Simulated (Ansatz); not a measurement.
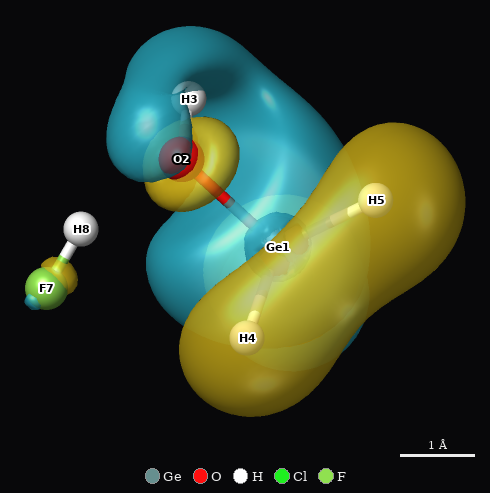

The picture shows: ClGeH3O···HF. The LUMO at ±0.08 Å⁻³ᐟ² (yellow and cyan are the two phases), seen across its widest extent.

Theory: RKS B3LYP/def2-SVP (Ansatz).

```xyz
8

Ge   -0.1861    0.1337   -0.0797
O    -0.1166   -0.1644    1.6991
H    -0.9767   -0.1398    2.1420
H     1.2457   -0.0597   -0.5668
H    -0.8123    1.5175   -0.3153
Cl   -1.5149   -1.3282   -0.9713
F     1.4661   -2.1660    1.4342
H     0.8982   -1.4995    1.7872
```

Q: What is the character of this orbital?

A: Its weight (Hirshfeld) is mainly on Ge1 (about 40 %), Cl6 (about 25 %), O2 (about 10 %), H5 (about 10 %) and H4 (about 5 %). Its energy is −0.41 eV.
